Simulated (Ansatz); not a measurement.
# AlH5OSSi: a spread of methods and bases

Aim: run AlH5OSSi under a spread of inputs, and see what each costs and gives.

Program: Ansatz 0.2.0, Gaussian basis. Level of theory: the settings change from run to run. These are calculated values, not measurements.

### 1 The geometry

The structure was relaxed beforehand with PBE0-D4 in a triple-zeta def2 set.

SMILES `[AlH2][O][SiH2]S`, 9 atoms, charge 0, spin multiplicity 1.

Atoms are counted from 1 here; the program's logs count them from 0.

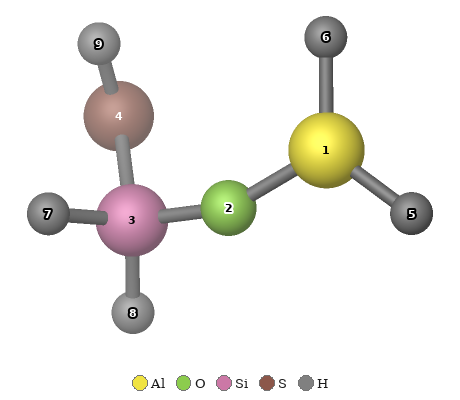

The geometry (aluminium yellow, oxygen green, silicon pink, sulfur brown, hydrogen grey); atoms are numbered from 1 in the order of the file.

### 2 LC-wPBE/pcseg-2

This run has unrestricted orbitals, relativity set to scalar.

in.yaml reads:

```yaml
crystal:
  periodic: [false, false, false]
  atoms:
    - {symbol: Al, position_ang: [-0.479457, 1.427332, -1.363964]}
    - {symbol: O, position_ang: [0.297179, 0.052807, -0.759031]}
    - {symbol: Si, position_ang: [0.624840, -1.090175, 0.340849]}
    - {symbol: S, position_ang: [-0.839350, -1.196348, 1.894461]}
    - {symbol: H, position_ang: [-0.559889, 1.575878, -2.932245]}
    - {symbol: H, position_ang: [-1.037786, 2.487471, -0.335063]}
    - {symbol: H, position_ang: [1.955926, -0.816686, 0.934560]}
    - {symbol: H, position_ang: [0.581505, -2.434421, -0.281460]}
    - {symbol: H, position_ang: [-0.454467, -0.052158, 2.484793]}
basis:
  gaussian: {orbitals: pcseg-2}
magnetization: {spin_polarized: true, initial_magnetization: 0}
hamiltonian: {xc: {name: LC-wPBE}, pseudopotentials: {relativity: scalar}}
output: {forces: true}
```

Launch:

```console
$ ansatz run in.yaml --threads 2 --pin off --events-out ev --progress --plain --max-ram 4352MiB
```

The log of the run, cut to the lines that bear on the results:

```text
Functional definition: LC-wPBE
  name "LC-wPBE"
  cite "Vydrov & Scuseria, J. Chem. Phys. 125, 234109 (2006) doi:10.1063/1.2409292"
  cite "Heyd & Scuseria, J. Chem. Phys. 120, 7274 (2004) doi:10.1063/1.1668634"
  cite "Ernzerhof & Perdew, J. Chem. Phys. 109, 3313 (1998) doi:10.1063/1.476928"
  cite "Perdew, Burke & Ernzerhof, Phys. Rev. Lett. 77, 3865 (1996) doi:10.1103/PhysRevLett.77.3865"
  parent pbe
[...]
1182 factors; their error is unknown
361 factors; integrals over basis functions are off by at most 1.2e-4 eV
[...]
mean field -27488.70685656 eV, -1010.1913444637 hartree, gradient 3.2e-5 eV, S^2 0.000000; 0 other end points of the search recorded, 0 dependent functions left out
[...]
reference -27488.70685657 eV, -1010.1913444641 hartree; 28, 28 occupied and 174, 174 virtual orbitals, 1182 factors
Total energy: -27488.70685657 eV, -1010.1913444641 hartree
Relativity: scalar
Atom 0 at    -0.479457     1.427332    -1.363964 Å, force     0.020516     0.029559    -0.086772 eV/Å
Atom 1 at     0.297179     0.052807    -0.759031 Å, force    -0.078795    -0.007395     0.151080 eV/Å
Atom 2 at     0.624840    -1.090175     0.340849 Å, force    -0.035508    -0.076620     0.028333 eV/Å
Atom 3 at    -0.839350    -1.196348     1.894461 Å, force     0.248607     0.232384    -0.076530 eV/Å
Atom 4 at    -0.559889     1.575878    -2.932245 Å, force    -0.006259     0.004428     0.146383 eV/Å
Atom 5 at    -1.037786     2.487471    -0.335063 Å, force     0.042281    -0.088385    -0.089463 eV/Å
Atom 6 at     1.955926    -0.816686     0.934560 Å, force    -0.133369    -0.026174    -0.032944 eV/Å
Atom 7 at     0.581505    -2.434421    -0.281460 Å, force     0.013125     0.128189     0.055997 eV/Å
Atom 8 at    -0.454467    -0.052158     2.484793 Å, force    -0.070599    -0.195986    -0.096084 eV/Å
Dipole moment:     0.113604     0.275385    -0.090620 e Å
```

Run time: 6 s. Hardware: 2 threads of Arm Neoverse V2, shared host.

Largest force 0.349 eV/Å, dipole 1.50 D, ⟨S²⟩ 0.000.

### 3 wB97X-V/def2-SVP

Options: charge +1, multiplicity 2, finite nuclei, the search for lower states set to off.

in.yaml: that of step 2 with these lines changed.

```diff
@@ -13,5 +13,6 @@
 basis:
-  gaussian: {orbitals: pcseg-2}
-magnetization: {spin_polarized: true, initial_magnetization: 0}
-hamiltonian: {xc: {name: LC-wPBE}, pseudopotentials: {relativity: scalar}}
-output: {forces: true}
+  gaussian: {orbitals: def2-SVP, nuclear_model: gaussian}
+total_charge: 1
+magnetization: {spin_polarized: true, initial_magnetization: 1}
+hamiltonian: {xc: {name: wB97X-V}}
+scf: {lower_state_search: off}
```

Same command.

The log of the run, cut to the lines that bear on the results:

```text
Functional definition: wB97X-V
  name "wB97X-V"
  cite "Mardirossian & Head-Gordon, Phys. Chem. Chem. Phys. 16, 9904 (2014) doi:10.1039/C3CP54374A"
  cite "Becke, J. Chem. Phys. 107, 8554 (1997) doi:10.1063/1.475007"
  cite "Vydrov & Van Voorhis, J. Chem. Phys. 133, 244103 (2010) doi:10.1063/1.3521275"
[...]
      + integral(e_c_pw_opposite_spin*poly(b97_u_opposite, cos0, cos1)) + vv10(b, c)
[...]
869 factors; integrals over basis functions are off by at most 1.2e-3 eV
310 factors; integrals over basis functions are off by at most 1.1e-5 eV
[...]
mean field -27417.09457225 eV, -1007.5596415559 hartree, gradient 2.7e-6 eV, S^2 0.753688; 0 other end points of the search recorded, 0 dependent functions left out
reference -27417.09457017 eV, -1007.5596414794 hartree; 28, 27 occupied and 65, 66 virtual orbitals, 869 factors
Total energy: -27417.09457017 eV, -1007.5596414794 hartree
Checks for a lower state left out: stability, starts, cluster_reference, orbital_swaps, neighbouring_geometries, increment
```

It took 7.5 s on 2 threads of Arm Neoverse V2, shared host.

⟨S²⟩ 0.754.

### 4 r2SCAN/def2-mTZVPP

Options: atoms shaken by 0.15 Å, D3(BJ) with three-body dispersion, relativity set to none.

in.yaml reads:

```yaml
crystal:
  periodic: [false, false, false]
  atoms:
    - {symbol: Al, position_ang: [-0.718669, 1.537038, -1.124776]}
    - {symbol: O, position_ang: [0.287403, -0.039726, -0.803949]}
    - {symbol: Si, position_ang: [0.400139, -0.964979, 0.139532]}
    - {symbol: S, position_ang: [-0.920185, -1.268704, 1.767501]}
    - {symbol: H, position_ang: [-0.593258, 1.555727, -2.942351]}
    - {symbol: H, position_ang: [-0.909181, 2.373414, -0.391649]}
    - {symbol: H, position_ang: [2.209034, -0.696347, 0.683830]}
    - {symbol: H, position_ang: [0.490386, -2.495464, -0.400657]}
    - {symbol: H, position_ang: [-0.327325, 0.134993, 2.465800]}
basis:
  gaussian: {orbitals: def2-mTZVPP}
hamiltonian: {xc: {name: r2SCAN}, dispersion: d3bjatm, pseudopotentials: {relativity: none}}
output: {forces: true}
```

The command is unchanged.

The log of the run, cut to the lines that bear on the results:

```text
Functional definition: r2SCAN
  name "r2SCAN"
  cite "Furness, Kaplan, Ning, Perdew & Sun, J. Phys. Chem. Lett. 11, 8208 (2020) doi:10.1021/acs.jpclett.0c02405"
  cite "Furness, Kaplan, Ning, Perdew & Sun, J. Phys. Chem. Lett. 11, 9248 (2020) doi:10.1021/acs.jpclett.0c03077"
  parent r2scan
[...]
1164 factors; their error is unknown
[...]
mean field -27431.25392856 eV, -1008.0799883030 hartree, gradient 3.9e-5 eV, S^2 0.000000; 0 other end points of the search recorded, 0 dependent functions left out
[...]
reference -27431.25394366 eV, -1008.0799888578 hartree; 28, 28 occupied and 97, 97 virtual orbitals, 1164 factors
Total energy: -27431.31837628 eV, -1008.0823567127 hartree
Atom 0 at    -0.718669     1.537038    -1.124776 Å, force     4.967136   -13.970020   -13.535048 eV/Å
Atom 1 at     0.287403    -0.039726    -0.803949 Å, force    -4.775827    19.285062   -16.755764 eV/Å
Atom 2 at     0.400139    -0.964979     0.139532 Å, force     6.922277   -19.075230    16.465554 eV/Å
Atom 3 at    -0.920185    -1.268704     1.767501 Å, force     1.051064     3.646173     1.850084 eV/Å
Atom 4 at    -0.593258     1.555727    -2.942351 Å, force    -0.556458     0.197568     2.140808 eV/Å
Atom 5 at    -0.909181     2.373414    -0.391649 Å, force    -3.026840    11.943799    11.056283 eV/Å
Atom 6 at     2.209034    -0.696347     0.683830 Å, force    -2.707028    -0.472875    -0.301331 eV/Å
Atom 7 at     0.490386    -2.495464    -0.400657 Å, force    -0.367841     1.563599     0.451775 eV/Å
Atom 8 at    -0.327325     0.134993     2.465800 Å, force    -1.506483    -3.118076    -1.372361 eV/Å
Dipole moment:    -0.565287     0.823012    -0.061701 e Å
```

It took 3.6 s on 2 threads of Arm Neoverse V2, shared host.

Largest force 26.132 eV/Å, dipole 4.80 D.

### 5 r2SCANh/def2-mTZVPP

This run has D3(BJ) dispersion.

in.yaml reads:

```yaml
crystal:
  periodic: [false, false, false]
  atoms:
    - {symbol: Al, position_ang: [-0.479457, 1.427332, -1.363964]}
    - {symbol: O, position_ang: [0.297179, 0.052807, -0.759031]}
    - {symbol: Si, position_ang: [0.624840, -1.090175, 0.340849]}
    - {symbol: S, position_ang: [-0.839350, -1.196348, 1.894461]}
    - {symbol: H, position_ang: [-0.559889, 1.575878, -2.932245]}
    - {symbol: H, position_ang: [-1.037786, 2.487471, -0.335063]}
    - {symbol: H, position_ang: [1.955926, -0.816686, 0.934560]}
    - {symbol: H, position_ang: [0.581505, -2.434421, -0.281460]}
    - {symbol: H, position_ang: [-0.454467, -0.052158, 2.484793]}
basis:
  gaussian: {orbitals: def2-mTZVPP}
hamiltonian: {xc: {name: r2SCANh}, dispersion: d3bj}
output: {forces: true}
```

The command is unchanged.

The log of the run, cut to the lines that bear on the results:

```text
Warning: the engine holds no damping parameters fitted to this dispersion correction and functional, so the run takes those fitted to r2scanh beside the three-body term, which d3bj leaves out (hamiltonian.dispersion, under Limitations)
Functional definition: r2SCANh
  name "r2SCANh"
  cite "Bursch, Neugebauer, Ehlert & Grimme, J. Chem. Phys. 156, 134105 (2022) doi:10.1063/5.0086040"
  cite "Furness, Kaplan, Ning, Perdew & Sun, J. Phys. Chem. Lett. 11, 8208 (2020) doi:10.1021/acs.jpclett.0c02405"
  cite "Furness, Kaplan, Ning, Perdew & Sun, J. Phys. Chem. Lett. 11, 9248 (2020) doi:10.1021/acs.jpclett.0c03077"
  parent r2scan
[...]
1142 factors; integrals over basis functions are off by at most 1.9e-3 eV
[...]
mean field -27439.31708192 eV, -1008.3763037233 hartree, gradient 1.8e-5 eV, S^2 0.000000; 0 other end points of the search recorded, 0 dependent functions left out
[...]
reference -27439.31709602 eV, -1008.3763042416 hartree; 28, 28 occupied and 97, 97 virtual orbitals, 1142 factors
Total energy: -27439.38084411 eV, -1008.3786469406 hartree
Atom 0 at    -0.479457     1.427332    -1.363964 Å, force    -0.096572     0.139410    -0.045439 eV/Å
Atom 1 at     0.297179     0.052807    -0.759031 Å, force     0.074663    -0.046611    -0.068170 eV/Å
Atom 2 at     0.624840    -1.090175     0.340849 Å, force     0.181254    -0.116608    -0.039587 eV/Å
Atom 3 at    -0.839350    -1.196348     1.894461 Å, force    -0.119724    -0.045873     0.094656 eV/Å
Atom 4 at    -0.559889     1.575878    -2.932245 Å, force     0.003807    -0.002799     0.051188 eV/Å
Atom 5 at    -1.037786     2.487471    -0.335063 Å, force     0.015359    -0.025916    -0.028832 eV/Å
Atom 6 at     1.955926    -0.816686     0.934560 Å, force    -0.067189    -0.014303    -0.029207 eV/Å
Atom 7 at     0.581505    -2.434421    -0.281460 Å, force     0.002094     0.068696     0.033052 eV/Å
Atom 8 at    -0.454467    -0.052158     2.484793 Å, force     0.006308     0.044004     0.032340 eV/Å
Dipole moment:     0.096774     0.254317    -0.086313 e Å
```

Run time: 4.2 s. Hardware: 2 threads of Arm Neoverse V2, shared host.

Largest force 0.219 eV/Å, dipole 1.37 D.

### 6 PBE-QIDH/cc-pVDZ

Options: atoms shaken by 0.03 Å, finite nuclei.

in.yaml reads:

```yaml
crystal:
  periodic: [false, false, false]
  atoms:
    - {symbol: Al, position_ang: [-0.462551, 1.412619, -1.344270]}
    - {symbol: O, position_ang: [0.286454, 0.051543, -0.718115]}
    - {symbol: Si, position_ang: [0.635399, -1.107711, 0.272047]}
    - {symbol: S, position_ang: [-0.849317, -1.191038, 1.917721]}
    - {symbol: H, position_ang: [-0.559068, 1.554107, -2.893999]}
    - {symbol: H, position_ang: [-1.053411, 2.533688, -0.360287]}
    - {symbol: H, position_ang: [1.916737, -0.817906, 0.975596]}
    - {symbol: H, position_ang: [0.572726, -2.445582, -0.295859]}
    - {symbol: H, position_ang: [-0.474627, -0.041965, 2.479035]}
basis:
  gaussian: {orbitals: cc-pVDZ, nuclear_model: gaussian}
hamiltonian: {xc: {name: PBE-QIDH}}
```

Launched as before.

The log of the run, cut to the lines that bear on the results:

```text
Functional definition: PBE-QIDH
  name "PBE-QIDH"
  cite "Brémond, Sancho-García, Pérez-Jiménez & Adamo, J. Chem. Phys. 141, 031101 (2014) doi:10.1063/1.4890314"
  cite "Perdew, Burke & Ernzerhof, Phys. Rev. Lett. 77, 3865 (1996) doi:10.1103/PhysRevLett.77.3865"
[...]
900 factors; integrals over basis functions are off by at most 8.8e-4 eV
[...]
mean field -27414.91063407 eV, -1007.4793833082 hartree, gradient 4.3e-6 eV, S^2 0.000000; 0 other end points of the search recorded, 0 dependent functions left out
16 core orbitals not correlated: weight in the atoms' cores, before any rotation towards them, 1.000 or more for the frozen orbitals, at most 0.000 for the correlated occupied ones
reference -27414.91064808 eV, -1007.4793838230 hartree; 12, 12 occupied and 65, 65 virtual orbitals, 900 factors
second order -14.75725348 eV of doubles, -0.00000000 eV of singles
Total energy: -27419.82973257 eV, -1007.6601568438 hartree
```

It took 2.1 s on 2 threads of Arm Neoverse V2, shared host.

### 7 HF/cc-pVTZ

This run has unrestricted orbitals, the search for lower states set to off.

in.yaml reads:

```yaml
crystal:
  periodic: [false, false, false]
  atoms:
    - {symbol: Al, position_ang: [-0.479457, 1.427332, -1.363964]}
    - {symbol: O, position_ang: [0.297179, 0.052807, -0.759031]}
    - {symbol: Si, position_ang: [0.624840, -1.090175, 0.340849]}
    - {symbol: S, position_ang: [-0.839350, -1.196348, 1.894461]}
    - {symbol: H, position_ang: [-0.559889, 1.575878, -2.932245]}
    - {symbol: H, position_ang: [-1.037786, 2.487471, -0.335063]}
    - {symbol: H, position_ang: [1.955926, -0.816686, 0.934560]}
    - {symbol: H, position_ang: [0.581505, -2.434421, -0.281460]}
    - {symbol: H, position_ang: [-0.454467, -0.052158, 2.484793]}
basis:
  gaussian: {orbitals: cc-pVTZ}
magnetization: {spin_polarized: true, initial_magnetization: 0}
hamiltonian: {xc: {name: HF}}
scf: {lower_state_search: off}
output: {forces: true}
```

Launched as before.

The log of the run, cut to the lines that bear on the results:

```text
Functional definition: HF
  name "HF"
  cite "Fock, Z. Phys. 61, 126 (1930) doi:10.1007/BF01340294"
  parent pbe
[...]
1572 factors; their error is unknown
[...]
mean field -27384.44994339 eV, -1006.3599735727 hartree, gradient 1.3e-6 eV, S^2 0.000000; 0 other end points of the search recorded, 0 dependent functions left out
[...]
reference -27384.44994339 eV, -1006.3599735727 hartree; 28, 28 occupied and 174, 174 virtual orbitals, 1572 factors
Total energy: -27384.44994339 eV, -1006.3599735727 hartree
Atom 0 at    -0.479457     1.427332    -1.363964 Å, force     0.104026    -0.115100    -0.019853 eV/Å
Atom 1 at     0.297179     0.052807    -0.759031 Å, force    -0.054189    -0.152986     0.346382 eV/Å
Atom 2 at     0.624840    -1.090175     0.340849 Å, force     0.247890     0.070530    -0.593984 eV/Å
Atom 3 at    -0.839350    -1.196348     1.894461 Å, force     0.015928     0.364276     0.319272 eV/Å
Atom 4 at    -0.559889     1.575878    -2.932245 Å, force    -0.024125     0.028391     0.078096 eV/Å
Atom 5 at    -1.037786     2.487471    -0.335063 Å, force     0.015590    -0.030015    -0.069185 eV/Å
Atom 6 at     1.955926    -0.816686     0.934560 Å, force    -0.170748    -0.048855    -0.053305 eV/Å
Atom 7 at     0.581505    -2.434421    -0.281460 Å, force     0.047948     0.162891     0.050985 eV/Å
Atom 8 at    -0.454467    -0.052158     2.484793 Å, force    -0.182318    -0.279132    -0.058408 eV/Å
Dipole moment:     0.110799     0.252873    -0.093605 e Å
Checks for a lower state left out: stability, starts, cluster_reference, orbital_swaps, neighbouring_geometries, increment
```

Wall time 4 s (2 threads of Arm Neoverse V2, shared host); peak memory 0.69 GiB.

Largest force 0.647 eV/Å, dipole 1.40 D, ⟨S²⟩ 0.000.

### 8 B3LYP5/def2-TZVP

in.yaml: that of step 7 with these lines changed.

```diff
@@ -13,6 +13,4 @@
 basis:
-  gaussian: {orbitals: cc-pVTZ}
-magnetization: {spin_polarized: true, initial_magnetization: 0}
-hamiltonian: {xc: {name: HF}}
-scf: {lower_state_search: off}
+  gaussian: {orbitals: def2-TZVP}
+hamiltonian: {xc: {name: B3LYP5}}
 output: {forces: true}
```

Same command.

The log of the run, cut to the lines that bear on the results:

```text
Functional definition: B3LYP5
  name "B3LYP5"
  cite "Stephens, Devlin, Chabalowski & Frisch, J. Phys. Chem. 98, 11623 (1994) doi:10.1021/j100096a001"
  cite "Becke, Phys. Rev. A 38, 3098 (1988) doi:10.1103/PhysRevA.38.3098"
  cite "Lee, Yang & Parr, Phys. Rev. B 37, 785 (1988) doi:10.1103/PhysRevB.37.785"
  cite "Vosko, Wilk & Nusair, Can. J. Phys. 58, 1200 (1980) doi:10.1139/p80-159"
[...]
1162 factors; their error is unknown
[...]
mean field -27439.46739806 eV, -1008.3818277399 hartree, gradient 3.8e-5 eV, S^2 0.000000; 0 other end points of the search recorded, 0 dependent functions left out
[...]
reference -27439.46769410 eV, -1008.3818386190 hartree; 28, 28 occupied and 144, 144 virtual orbitals, 1162 factors
Total energy: -27439.46769410 eV, -1008.3818386190 hartree
Atom 0 at    -0.479457     1.427332    -1.363964 Å, force    -0.074934     0.171856    -0.108924 eV/Å
Atom 1 at     0.297179     0.052807    -0.759031 Å, force     0.009562     0.043185    -0.071989 eV/Å
Atom 2 at     0.624840    -1.090175     0.340849 Å, force     0.241691    -0.209423    -0.023489 eV/Å
Atom 3 at    -0.839350    -1.196348     1.894461 Å, force    -0.138236    -0.039318     0.158151 eV/Å
Atom 4 at    -0.559889     1.575878    -2.932245 Å, force    -0.001219    -0.000087     0.069864 eV/Å
Atom 5 at    -1.037786     2.487471    -0.335063 Å, force     0.020500    -0.036417    -0.052206 eV/Å
Atom 6 at     1.955926    -0.816686     0.934560 Å, force    -0.054008    -0.018031    -0.037311 eV/Å
Atom 7 at     0.581505    -2.434421    -0.281460 Å, force     0.012037     0.062807     0.023650 eV/Å
Atom 8 at    -0.454467    -0.052158     2.484793 Å, force    -0.015392     0.025428     0.042255 eV/Å
Dipole moment:     0.086103     0.236637    -0.072259 e Å
```

Wall time 3.5 s (2 threads of Arm Neoverse V2, shared host).

Largest force 0.321 eV/Å, dipole 1.26 D.

### 9 wB97X/pcseg-2

Options: atoms shaken by 0.08 Å.

in.yaml reads:

```yaml
crystal:
  periodic: [false, false, false]
  atoms:
    - {symbol: Al, position_ang: [-0.552506, 1.471099, -1.400666]}
    - {symbol: O, position_ang: [0.298945, -0.114832, -0.735296]}
    - {symbol: Si, position_ang: [0.689353, -1.081642, 0.385922]}
    - {symbol: S, position_ang: [-0.845950, -1.239660, 1.889900]}
    - {symbol: H, position_ang: [-0.450137, 1.541513, -2.999095]}
    - {symbol: H, position_ang: [-1.202305, 2.447730, -0.437523]}
    - {symbol: H, position_ang: [1.925568, -0.757653, 0.816511]}
    - {symbol: H, position_ang: [0.707185, -2.425283, -0.362851]}
    - {symbol: H, position_ang: [-0.365613, -0.064470, 2.487587]}
basis:
  gaussian: {orbitals: pcseg-2}
hamiltonian: {xc: {name: wB97X}}
```

Same command.

The log of the run, cut to the lines that bear on the results:

```text
Functional definition: wB97X
  name "wB97X"
  cite "Chai & Head-Gordon, J. Chem. Phys. 128, 084106 (2008) doi:10.1063/1.2834918"
  cite "Becke, J. Chem. Phys. 107, 8554 (1997) doi:10.1063/1.475007"
[...]
  # The coefficients of nought are those of the uniform gas.
[...]
      + exact_x_lr(omega)
[...]
      + integral(e_c_pw_opposite_spin*poly(b97_u_opposite, 1, cos1, cos2, cos3, cos4))
1190 factors; their error is unknown
263 factors; integrals over basis functions are off by at most 3.9e-5 eV
[...]
mean field -27441.96583691 eV, -1008.4736436738 hartree, gradient 3.9e-5 eV, S^2 0.000000; 0 other end points of the search recorded, 0 dependent functions left out
reference -27441.96578874 eV, -1008.4736419036 hartree; 28, 28 occupied and 174, 174 virtual orbitals, 1190 factors
Total energy: -27441.96578874 eV, -1008.4736419036 hartree
```

Wall time 7.5 s (2 threads of Arm Neoverse V2, shared host); peak memory 0.47 GiB.

### 10 The runs in one table

```csv
level,charge,multiplicity,geometry,functions,energy (eV),time
LC-wPBE/pcseg-2,0,1,relaxed,202,-27488.707,6 s
wB97X-V/def2-SVP,1,2,relaxed,93,-27417.095,7.5 s
r2SCAN/def2-mTZVPP,0,1,shaken,125,-27431.318,3.6 s
r2SCANh/def2-mTZVPP,0,1,relaxed,125,-27439.381,4.2 s
PBE-QIDH/cc-pVDZ,0,1,shaken,93,-27419.830,2.1 s
HF/cc-pVTZ,0,1,relaxed,202,-27384.450,4 s
B3LYP5/def2-TZVP,0,1,relaxed,172,-27439.468,3.5 s
wB97X/pcseg-2,0,1,shaken,202,-27441.966,7.5 s
```

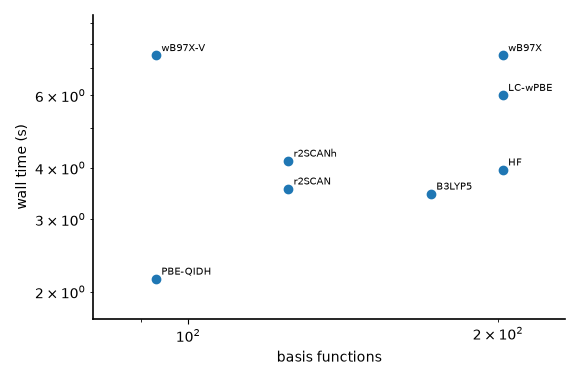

Wall time against the number of basis functions (shared host).

### 11 What came out

```
                                         quantity                    value
                                             runs                        8
                                         quickest  PBE-QIDH/cc-pVDZ, 2.1 s
                                          slowest  wB97X-V/def2-SVP, 7.5 s
spread of total energies, same state and geometry                 104.3 eV
                  dipole, same state and geometry           1.26 to 1.50 D
```

**Reading.** wB97X-V/def2-SVP took 3 times as long as PBE-QIDH/cc-pVDZ. The jobs differ in tasks and options as well as level. Total energies at one charge and spin differ by 104 eV between levels, so only differences within one level mean anything. Some of these runs are scalar-relativistic and others not, which shifts the totals of all-electron atoms past neon by eV; core potentials, where a basis has them, take the core out of the total altogether. At the PBE0-D4/def2-TZVP geometry and in the same state, runs without warnings or point charges leave forces up to 0.65 eV/Å (HF/cc-pVTZ), against 26.1 eV/Å where the atoms were moved. At that geometry and state the dipole changes by 19 % between the lowest and highest value.
